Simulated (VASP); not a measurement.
## PbF2 (Fluorocronite): structure and properties in VASP

Wanted: the relaxed cell of PbF2 (Fluorocronite) and its properties. The steps: relaxing cell and atoms (PBE + D3(BJ)), second relaxation, density, ELF and potential (PBE + D3(BJ)), band structure (PBE + D3(BJ)), total and projected DOS (PBE + D3(BJ)), independent-particle dielectric function (PBE + D3(BJ)) and zone-centre phonons (PBE + D3(BJ)). The start is a cell from a database of measured crystal structures.

Main program and level: VASP 6.6.1; PBE with D3(BJ); plane waves and PAW (Pb_d, F).

The database entry behind the starting cell differs from later determinations by our own check (0.1 to 0.3 % short, probably kX units), so it need not match the best structure at ambient conditions.

## Step 1: Starting point

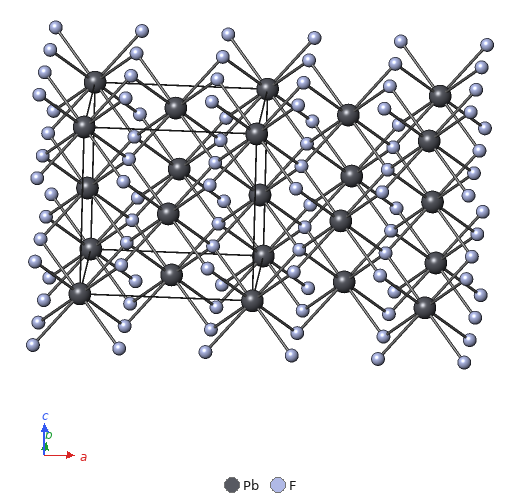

The starting structure, seen slightly off an axis (lead dark grey, fluorine light blue). 2×1×1 cells are drawn. This picture shows the conventional cell, with its axes. Some periodic images of atoms are drawn too.

As a file:

```xyz
3
Lattice="0.0000 2.9637 2.9637 2.9637 0.0000 2.9637 2.9637 2.9637 0.0000" Properties=species:S:1:pos:R:3 pbc="T T T"
Pb    0.0000    0.0000    0.0000
F     1.4818    1.4818    1.4818
F     4.4455    4.4455    4.4455
```

## Step 2: Relaxing cell and atoms (PBE + D3(BJ))

Properties are meant for the cell that this level of theory prefers, so cell and atoms are relaxed first (ISIF = 3) until forces and stress are small; EDIFFG sets the threshold. PBE, the usual starting point, adds the gradient of the density. A dispersion term adds the long-range attraction that semilocal functionals lack. D3 with Becke-Johnson damping keeps a finite attraction at short range.

The input, INCAR:

```
SYSTEM = PbF2
PREC = Accurate
ENCUT = 520
EDIFF = 1E-06
NELM = 100
ISMEAR = 0
SIGMA = 0.05
LREAL = .FALSE.
ALGO = Normal
GGA = PE
IVDW = 12
NBANDS = 20
LORBIT = 11
LWAVE = .FALSE.
LCHARG = .FALSE.
KPAR = 2
IBRION = 2
NSW = 60
ISIF = 3
EDIFFG = -0.01
```

The input, POSCAR:

```
PbF2
1.0
    0.0000000000      2.9636600000      2.9636600000
    2.9636600000      0.0000000000      2.9636600000
    2.9636600000      2.9636600000      0.0000000000
Pb F
1 2
Direct
    0.0000000000      0.0000000000      0.0000000000
    0.2500000000      0.2500000000      0.2500000000
    0.7500000000      0.7500000000      0.7500000000
```

The input, KPOINTS:

```
Automatic mesh
0
Gamma
7 7 7
0 0 0
```

Potentials, in the order of the species: Pb_d and F (PBE family, release 64).

Launch:

```console
mpirun -np 2 vasp_std
```

Output:

```text
[banner, memory and clock lines left out]
running    2 mpi-ranks, on    1 nodes
 distrk:  each k-point on    1 cores,    2 groups
 distr:  one band on    1 cores,    1 groups

 POSCAR found type information on POSCAR PbF
 POSCAR found :  2 types and       3 ions
 LDA part: xc-table for (Slater+PW92), standard interpolation
 POSCAR, INCAR and KPOINTS ok, starting setup
 FFT: planning ... GRIDC
 FFT: planning ... GRID_SOFT
 FFT: planning ... GRID
 WAVECAR not read
 entering main loop
       N       E                     dE             d eps       ncg     rms          rms(c)
DAV:   1     0.308779979384E+03    0.30878E+03   -0.14950E+04   808   0.159E+03
DAV:   2     0.144108367783E+02   -0.29437E+03   -0.27871E+03   848   0.447E+02
DAV:   3    -0.153512326212E+02   -0.29762E+02   -0.29384E+02   940   0.150E+02
DAV:   4    -0.162403968622E+02   -0.88916E+00   -0.88852E+00   904   0.275E+01
DAV:   5    -0.162688065758E+02   -0.28410E-01   -0.28408E-01  1020   0.507E+00    0.800E+00
DAV:   6    -0.143398013727E+02    0.19290E+01   -0.92460E+00  1088   0.244E+01    0.266E+00
DAV:   7    -0.143384915761E+02    0.13098E-02   -0.45332E-01   816   0.423E+00    0.156E+00
DAV:   8    -0.143360031469E+02    0.24884E-02   -0.10182E-01   844   0.366E+00    0.529E-01
DAV:   9    -0.143328790496E+02    0.31241E-02   -0.19812E-02  1036   0.107E+00    0.101E-01
DAV:  10    -0.143340212803E+02   -0.11422E-02   -0.14699E-03   812   0.343E-01    0.306E-02
DAV:  11    -0.143340139588E+02    0.73215E-05   -0.11808E-04   932   0.947E-02    0.942E-03
DAV:  12    -0.143340247691E+02   -0.10810E-04   -0.29093E-05   856   0.458E-02    0.913E-03
DAV:  13    -0.143340231856E+02    0.15835E-05   -0.97993E-06  1040   0.303E-02    0.943E-04
DAV:  14    -0.143340232311E+02   -0.45495E-07   -0.44956E-07   520   0.561E-03
   1 F= -.14794430E+02 E0= -.14794430E+02  d E =-.147944E+02
 curvature:   0.00 expect dE= 0.000E+00 dE for cont linesearch  0.000E+00
 trial: gam= 0.00000 g(F)=  0.496E-48 g(S)=  0.613E-02 ort = 0.000E+00 (trialstep = 0.100E+01)
 search vector abs. value=  0.613E-02
 bond charge predicted
       N       E                     dE             d eps       ncg     rms          rms(c)
DAV:   1    -0.144404846555E+02   -0.10646E+00   -0.23695E+00  1028   0.215E+01    0.223E+00
DAV:   2    -0.143530576465E+02    0.87427E-01   -0.37899E-01   904   0.608E+00    0.470E-01
DAV:   3    -0.143453332531E+02    0.77244E-02   -0.20796E-02  1028   0.221E+00    0.205E-01
DAV:   4    -0.143441756626E+02    0.11576E-02   -0.60815E-03   988   0.111E+00    0.666E-02
DAV:   5    -0.143441895332E+02   -0.13871E-04   -0.60301E-04   860   0.295E-01    0.306E-02
DAV:   6    -0.143441570248E+02    0.32508E-04   -0.13275E-04  1080   0.149E-01    0.671E-03
DAV:   7    -0.143441570767E+02   -0.51886E-07   -0.94377E-06   956   0.258E-02
   2 F= -.14796912E+02 E0= -.14796912E+02  d E =-.248273E-02
 trial-energy change:   -0.002483  1 .order   -0.002479   -0.006127    0.001168
 step:   0.8399(harm=  0.8399)  dis= 0.00000  next Energy=   -14.797002 (dE=-0.257E-02)
 bond charge predicted
       N       E                     dE             d eps       ncg     rms          rms(c)
DAV:   1    -0.143455059224E+02   -0.13489E-02   -0.60025E-02  1032   0.336E+00    0.358E-01
DAV:   2    -0.143432547838E+02    0.22511E-02   -0.98805E-03   904   0.973E-01    0.760E-02
DAV:   3    -0.143430534365E+02    0.20135E-03   -0.55032E-04  1032   0.357E-01    0.331E-02
DAV:   4    -0.143430260213E+02    0.27415E-04   -0.15634E-04   976   0.179E-01    0.109E-02
DAV:   5    -0.143430295783E+02   -0.35570E-05   -0.17364E-05   868   0.490E-02    0.565E-03
DAV:   6    -0.143430289888E+02    0.58953E-06   -0.35317E-06   568   0.251E-02
   3 F= -.14796997E+02 E0= -.14796997E+02  d E =-.256707E-02
 curvature:  -0.42 expect dE=-0.761E-06 dE for cont linesearch -0.761E-06
 trial: gam=-0.01690 g(F)=  0.126E-46 g(S)=  0.181E-05 ort = 0.105E-03 (trialstep = 0.968E+00)
 search vector abs. value=  0.635E-09
 reached required accuracy - stopping structural energy minimisation
```

Run time: 11 s. Hardware: 2 MPI ranks of Intel Xeon 6975P-C (Granite Rapids), shared host; peak memory 0.38 GiB; 19 s of CPU time.

Lines that name or quote the potential files are left out of all logs, and their timing lines are given in words.

From OUTCAR (step 2):

```text
ion  position               nearest neighbor table
   1  0.000  0.000  0.000-   3 2.57   3 2.57   3 2.57   2 2.57   2 2.57   2 2.57   3 2.57   2 2.57

  LATTYP: Found a face centered cubic cell.
 ALAT       =     5.9273200000

 Subroutine GETGRP returns: Found 48 space group operations
 (whereof 48 operations were pure point group operations)

The static configuration has the point symmetry O_h .

 Found     20 irreducible k-points:

   k-points           NKPTS =     20   k-points in BZ     NKDIM =     20   number of bands    NBANDS=     20

   dimension x,y,z NGX =    32 NGY =   32 NGZ =   32
   dimension x,y,z NGXF=    64 NGYF=   64 NGZF=   64

   ENCUT  =  520.0 eV  38.22 Ry    6.18 a.u.   7.79  7.79  7.79*2*pi/ulx,y,z

   NELECT =      28.0000    total number of electrons

 k-points in reciprocal lattice and weights: Automatic mesh
   0.00000000  0.00000000  0.00000000       0.003
   0.14285714  0.00000000  0.00000000       0.023
   0.28571429  0.00000000  0.00000000       0.023
   0.42857143  0.00000000  0.00000000       0.023
   0.14285714  0.14285714  0.00000000       0.017
   0.28571429  0.14285714  0.00000000       0.070
   0.42857143  0.14285714  0.00000000       0.070
  -0.42857143  0.14285714  0.00000000       0.070
  -0.28571429  0.14285714  0.00000000       0.070
[...]
-0.42857143  0.42857143  0.14285714       0.070
  -0.28571429  0.42857143  0.14285714       0.070

 Edisp (eV)   -0.45276

 average (electrostatic) potential at core
       1 -93.2231       2 -75.3816       3 -75.3816

 E-fermi :   1.9908

 k-point     1 :       0.0000    0.0000    0.0000
  band No.  band energies     occupation
    ...
     10      -0.6679      2.00000
     11      -0.6679      2.00000
     12      -0.1751      2.00000
     13      -0.1751      2.00000
     14      -0.1751      2.00000
     15       8.4734      0.00000
     16       8.4734      0.00000
     17       8.4734      0.00000
     18      12.3178      0.00000
     19      16.8319      0.00000
    ...

 k-point     2 :       0.1429    0.0000    0.0000
  band No.  band energies     occupation
    ...
     10      -0.7057      2.00000
     11      -0.7057      2.00000
     12      -0.2069      2.00000
     13      -0.2069      2.00000
     14       0.3088      2.00000
     15       7.8329      0.00000
     16       8.6323      0.00000
     17       8.6323      0.00000
     18      13.4201      0.00000
     19      16.3200      0.00000
    ...

 k-point     3 :       0.2857    0.0000    0.0000
  band No.  band energies     occupation
    ...
     10      -0.7882      2.00000
     11      -0.7882      2.00000
     12      -0.2784      2.00000
     13      -0.2784      2.00000
     14       1.0917      2.00000
     15       7.0821      0.00000
     16       8.9955      0.00000
     17       8.9955      0.00000
     18      14.7262      0.00000
     19      15.7253      0.00000
    ...

 Edisp (eV)   -0.45397

  Total       0.00613     0.00613     0.00613    -0.00000     0.00000     0.00000
  in kB       0.18587     0.18587     0.18587    -0.00000     0.00000     0.00000
  external pressure =        0.19 kB  Pullay stress =        0.00 kB

  energy-cutoff  :      520.00
  volume of cell :       52.82
      direct lattice vectors                 reciprocal lattice vectors
     0.000000000  2.977923888  2.977923888    -0.167902209  0.167902209  0.167902209
     2.977923888 -0.000000000  2.977923888     0.167902209 -0.167902209  0.167902209
     2.977923888  2.977923888  0.000000000     0.167902209  0.167902209 -0.167902209

 POSITION                                       TOTAL-FORCE (eV/Angst)
 -----------------------------------------------------------------------------------
      0.00000      0.00000      0.00000        -0.000000     -0.000000     -0.000000
      1.48896      1.48896      1.48896        -0.000000     -0.000000     -0.000000
      4.46689      4.46689      4.46689         0.000000      0.000000      0.000000
 -----------------------------------------------------------------------------------
    total drift:                                0.000000     -0.000000      0.000000

  FREE ENERGIE OF THE ION-ELECTRON SYSTEM (eV)
  ---------------------------------------------------
  free  energy   TOTEN  =       -14.7969967779 eV

  energy  without entropy=      -14.7969967779  energy(sigma->0) =      -14.79699678

 reached required accuracy - stopping structural energy minimisation

 total charge
# of ion       s       p       d       tot
------------------------------------------
    1        1.553   0.281   9.864  11.699
    2        1.742   4.324   0.000   6.066
    3        1.742   4.324   0.000   6.066
--------------------------------------------------
tot          5.038   8.928   9.864  23.831

[... 3 further parts left out ...]
```

CONTCAR:

```
PbF2
   1.00000000000000
     0.0000000000000000    2.9779238875638900    2.9779238875638900
     2.9779238875638900   -0.0000000000000000    2.9779238875638900
     2.9779238875638900    2.9779238875638900    0.0000000000000000
  Pb              F
     1     2
Direct
     0.0000000000000000    0.0000000000000000    0.0000000000000000
     0.2500000000000000    0.2500000000000000    0.2500000000000000
     0.7500000000000000    0.7500000000000000    0.7500000000000000
```

The gap is read on the k-mesh alone, so it is an upper bound where the band edges lie off the mesh. The run keeps the 48 symmetry operations of its start, so it cannot find a distortion of lower symmetry.

The steps of the relaxation:

```
step  energy less that of the first step (eV)  largest force (eV/Å)  pressure (GPa)  volume (Å³)
   1                                   0.0000                0.0000            1.10        52.06
   2                                  -0.0025                0.0000           -0.21        52.96
   3                                  -0.0026                0.0000            0.02        52.82
```

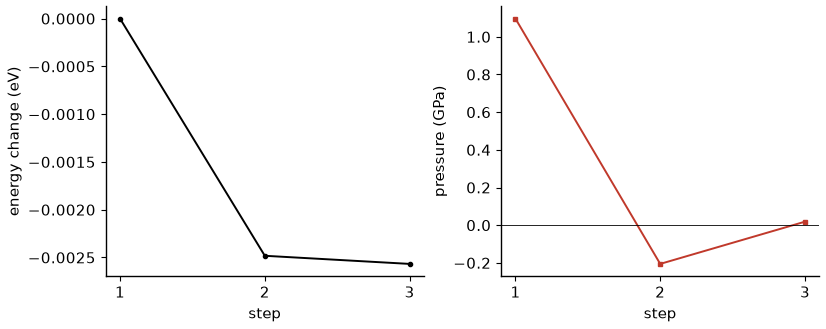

Energy and pressure along the relaxation.

```
conventional cell, symmetrised  before  after  change
                         a (Å)   5.927  5.956  +0.5 %
                         b (Å)   5.927  5.956  +0.5 %
                         c (Å)   5.927  5.956  +0.5 %
              volume (Å³/atom)   17.35  17.61  +1.5 %
```

Final coordinates:

```cif
data_structure
_symmetry_space_group_name_H-M 'P 1'
_symmetry_Int_Tables_number 1
_cell_length_a 4.2114
_cell_length_b 4.2114
_cell_length_c 4.2114
_cell_angle_alpha 60.000
_cell_angle_beta 60.000
_cell_angle_gamma 60.000
_cell_volume 52.82
loop_
_atom_site_label
_atom_site_type_symbol
_atom_site_fract_x
_atom_site_fract_y
_atom_site_fract_z
_atom_site_occupancy
Pb1 Pb 0.00000 0.00000 0.00000 1
F2 F 0.25000 0.25000 0.25000 1
F3 F 0.75000 0.75000 0.75000 1
```

This step gave:

| Item | Value |
| --- | --- |
| electrons | 28 |
| bands | 20 |
| irreducible k-points | 20 |
| symmetry operations | 48 |
| free energy (TOTEN) | -14.80 eV |
| Fermi energy | 1.991 eV |
| pressure | 0.01859 GPa |
| metallic | no |
| valence top at k | -0.2857, 0.4286, 0.1429 |
| conduction bottom at k | 0.4286, 0.4286, 0 |
| least direct gap at k | 0.4286, 0.4286, 0 |
| SCF cycles over all ionic steps | 27 |
| gap on the k-mesh | 4.463 eV |
| least direct gap on the k-mesh | 4.674 eV |

It ends with forces that vanish by symmetry and a pressure of 0.02 GPa. The volume lies +1.5 % from that of the database's start.

## Step 3: Second relaxation

The basis stayed that of the start cell while the cell moved. A rerun from the cell reached resets it; the error of the finite cutoff stays.

INCAR is that of step 2.

The input, POSCAR:

```
PbF2
1.0
    0.0000000000      2.9779238876      2.9779238876
    2.9779238876      0.0000000000      2.9779238876
    2.9779238876      2.9779238876      0.0000000000
Pb F
1 2
Direct
    0.0000000000      0.0000000000      0.0000000000
    0.2500000000      0.2500000000      0.2500000000
    0.7500000000      0.7500000000      0.7500000000
```

KPOINTS is that of step 2.

Launch:

```console
mpirun -np 2 vasp_std
```

Output:

```text
[... set-up lines as in an earlier step ...]
 entering main loop
       N       E                     dE             d eps       ncg     rms          rms(c)
DAV:   1     0.304098680024E+03    0.30410E+03   -0.14782E+04   800   0.161E+03
DAV:   2     0.120074100698E+02   -0.29209E+03   -0.27469E+03   856   0.436E+02
DAV:   3    -0.154764050358E+02   -0.27484E+02   -0.27090E+02   960   0.144E+02
DAV:   4    -0.162815858307E+02   -0.80518E+00   -0.80413E+00   920   0.254E+01
DAV:   5    -0.163085313394E+02   -0.26946E-01   -0.26942E-01  1000   0.487E+00    0.803E+00
DAV:   6    -0.143532715974E+02    0.19553E+01   -0.94264E+00  1104   0.244E+01    0.270E+00
DAV:   7    -0.143498718456E+02    0.33998E-02   -0.46633E-01   832   0.426E+00    0.157E+00
DAV:   8    -0.143463095893E+02    0.35623E-02   -0.10339E-01   840   0.365E+00    0.523E-01
DAV:   9    -0.143433383425E+02    0.29712E-02   -0.20207E-02  1016   0.106E+00    0.103E-01
DAV:  10    -0.143444994521E+02   -0.11611E-02   -0.16355E-03   808   0.379E-01    0.337E-02
DAV:  11    -0.143444776833E+02    0.21769E-04   -0.14518E-04   944   0.109E-01    0.104E-02
DAV:  12    -0.143444895272E+02   -0.11844E-04   -0.40131E-05   860   0.563E-02    0.111E-02
DAV:  13    -0.143444873125E+02    0.22146E-05   -0.15835E-05  1024   0.384E-02    0.165E-03
DAV:  14    -0.143444873682E+02   -0.55625E-07   -0.68713E-07   632   0.627E-03
   1 F= -.14798455E+02 E0= -.14798455E+02  d E =-.147985E+02
 curvature:   0.00 expect dE= 0.000E+00 dE for cont linesearch  0.000E+00
 trial: gam= 0.00000 g(F)=  0.103E-47 g(S)=  0.626E-05 ort = 0.000E+00 (trialstep = 0.100E+01)
 search vector abs. value=  0.626E-05
 reached required accuracy - stopping structural energy minimisation
```

Run time: 7.8 s. Hardware: 2 MPI ranks; peak memory 0.35 GiB.

From OUTCAR (step 3):

```text
  LATTYP: Found a face centered cubic cell.
 ALAT       =     5.9558477752

The static configuration has the point symmetry O_h .

 Found     20 irreducible k-points:

   ENCUT  =  520.0 eV  38.22 Ry    6.18 a.u.   7.83  7.83  7.83*2*pi/ulx,y,z

   NELECT =      28.0000    total number of electrons

 E-fermi :   1.9908

 k-point     1 :       0.0000    0.0000    0.0000
  band No.  band energies     occupation
    ...
     10      -0.6679      2.00000
     11      -0.6679      2.00000
     12      -0.1750      2.00000
     13      -0.1750      2.00000
     14      -0.1750      2.00000
     15       8.4732      0.00000
     16       8.4732      0.00000
     17       8.4732      0.00000
     18      12.3174      0.00000
     19      16.8319      0.00000
    ...

 k-point     2 :       0.1429    0.0000    0.0000
  band No.  band energies     occupation
    ...
     10      -0.7056      2.00000
     11      -0.7056      2.00000
     12      -0.2069      2.00000
     13      -0.2069      2.00000
     14       0.3088      2.00000
     15       7.8327      0.00000
     16       8.6321      0.00000
     17       8.6321      0.00000
     18      13.4197      0.00000
     19      16.3198      0.00000
    ...

 Edisp (eV)   -0.45397

  Total       0.01139     0.01139     0.01139     0.00000     0.00000    -0.00000
  in kB       0.34555     0.34555     0.34555     0.00000     0.00000    -0.00000
  external pressure =        0.35 kB  Pullay stress =        0.00 kB

  energy-cutoff  :      520.00
  volume of cell :       52.82
      direct lattice vectors                 reciprocal lattice vectors
     0.000000000  2.977923888  2.977923888    -0.167902209  0.167902209  0.167902209
     2.977923888  0.000000000  2.977923888     0.167902209 -0.167902209  0.167902209
     2.977923888  2.977923888  0.000000000     0.167902209  0.167902209 -0.167902209

 POSITION                                       TOTAL-FORCE (eV/Angst)
 -----------------------------------------------------------------------------------
      0.00000      0.00000      0.00000        -0.000000     -0.000000      0.000000
      1.48896      1.48896      1.48896         0.000000      0.000000     -0.000000
      4.46689      4.46689      4.46689        -0.000000     -0.000000      0.000000
 -----------------------------------------------------------------------------------
    total drift:                                0.000000     -0.000000      0.000000

  FREE ENERGIE OF THE ION-ELECTRON SYSTEM (eV)
  ---------------------------------------------------
  free  energy   TOTEN  =       -14.7984551572 eV

  energy  without entropy=      -14.7984551572  energy(sigma->0) =      -14.79845516

 total charge
# of ion       s       p       d       tot
------------------------------------------
    1        1.553   0.281   9.864  11.699
    2        1.742   4.324   0.000   6.065
    3        1.742   4.324   0.000   6.065
--------------------------------------------------
tot          5.037   8.928   9.864  23.829

[... 5 parts as in an earlier step ...]

[... 6 further parts left out ...]
```

CONTCAR:

```
PbF2
   1.00000000000000
     0.0000000000000000    2.9779238875999998    2.9779238875999998
     2.9779238875999998    0.0000000000000000    2.9779238875999998
     2.9779238875999998    2.9779238875999998    0.0000000000000000
  Pb              F
     1     2
Direct
     0.0000000000000000    0.0000000000000000    0.0000000000000000
     0.2500000000000000    0.2500000000000000    0.2500000000000000
     0.7500000000000000    0.7500000000000000    0.7500000000000000
```

Little changed from the start: no atom moved by 0.005 Å and no cell edge by 0.1 %.

Numbers from this step:

```
pressure                        : 0.03456 GPa
SCF cycles over all ionic steps : 14
```

It ends with forces that vanish by symmetry and a pressure of 0.03 GPa. The volume moved by under 0.01 %: the run met its threshold at the first step.

[end of part 1 of 3]

[Lines on the potential files, build, host, timing and source positions are cut from VASP's logs without a mark.]

[Logs are printed without paths, hosts, clocks, repeated set-up lines and the standing remarks that a program may print on its own settings, such as how far it seeks lower states.]

[Hosts, paths, dates, database ids (printed as entryN), source tags and the programs' standing remarks are cut or masked in the printed files.]

[A measured line is paired with the nearest computed mode of its activity, which favours agreement.]
